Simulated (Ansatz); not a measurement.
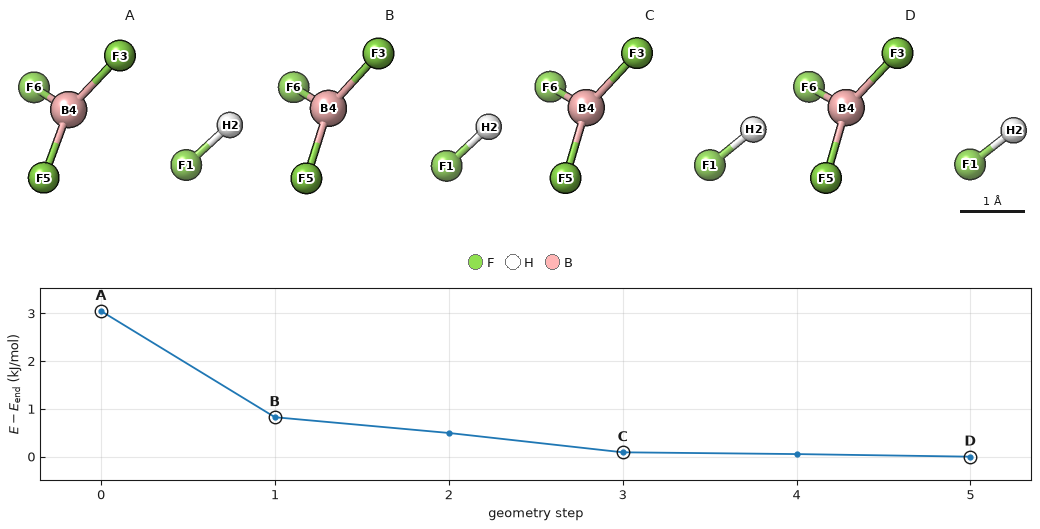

Frames of a relaxation of BHF4, marked on the history of the run. A ball-and-stick model, seen at a tilt.

The run prepares the start of a later molecular dynamics calculation, from a guessed geometry.

All numbers below come from RHF/6-31G* (Ansatz 0.2.0). Settings: no spin polarisation; force threshold 0.02 eV/Å; at most 40 steps.

Q: Describe the path.

A: Over 5 geometry steps the energy falls by 3.05 kJ/mol. Largest force component: 1.3 eV/Å at the start, 0.019 eV/Å at the end. The largest move after the best rigid fit is that of H2, 0.12 Å. Largest moves by element: H 0.12 Å, F 0.11 Å, B 0.05 Å. Among the contacts that change: F1–H2 0.939 → 0.915 Å, F3–B4 1.315 → 1.311 Å. From step 0 to 1: H and F atoms move most (0.05 Å), energy −2.22 kJ/mol. From step 1 to 3: H2 moves most (0.09 Å), energy −0.73 kJ/mol. From step 3 to 5: H2 moves most (0.04 Å), energy −0.09 kJ/mol.

| step | E − E(0), kJ/mol | largest force component, eV/Å |
| --- | --- | --- |
| 0 | 0.00 | 1.2510 |
| 1 | -2.22 | 0.4118 |
| 2 | -2.55 | 0.3011 |
| 3 | -2.96 | 0.1519 |
| 4 | -3.00 | 0.0631 |
| 5 | -3.05 | 0.0187 |

Limits of the set-up: the start holds two separate molecules, 2.2 Å apart at their closest, whose relative position is a soft coordinate and is computed without a dispersion correction; Hartree-Fock leaves out electron correlation.
